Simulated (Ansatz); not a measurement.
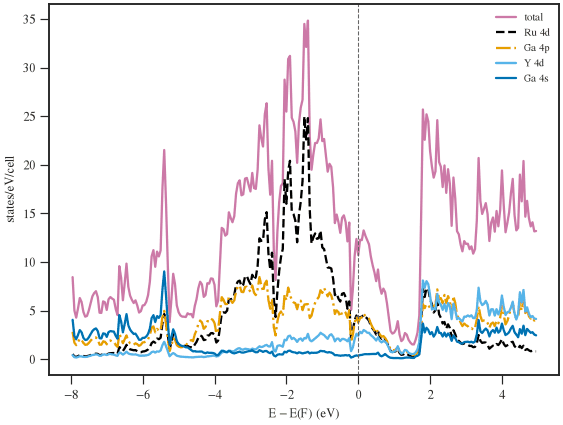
*Total and projected density of states of Y2Ga9Ru3 in space group Cmcm (No. 63; Pearson symbol oS56), plane-wave PAW r²SCAN (Ansatz code)*

Task: Which orbitals carry the states next to the Fermi level?

Result: Within 0.5 eV of the Fermi level: Ru 4d 38 %, Ga 4p 35 %, Y 4d 20 %. Projections are on Löwdin-orthogonalised atomic valence shells; empty p or d shells of many metals are not among them.

Task: Where is the tallest occupied peak in this window, and what makes it?

Result: Near -1.4 eV, about 35 states/eV per cell; the largest projected share is Ru 4d.

The first step of the workflow began from a Materials Project structure, measured or hypothetical; the Crystallography Open Database copy checked does not list it. Whether it is the stable phase at ambient conditions was not checked. The r²SCAN relaxation kept the symmetry of its start; whether a distortion lowers the energy is not shown. The run is not spin-polarised. Scalar-relativistic: spin–orbit coupling is off unless named, which matters more the heavier the elements.

Potentials: the later of the program's two PAW sets.
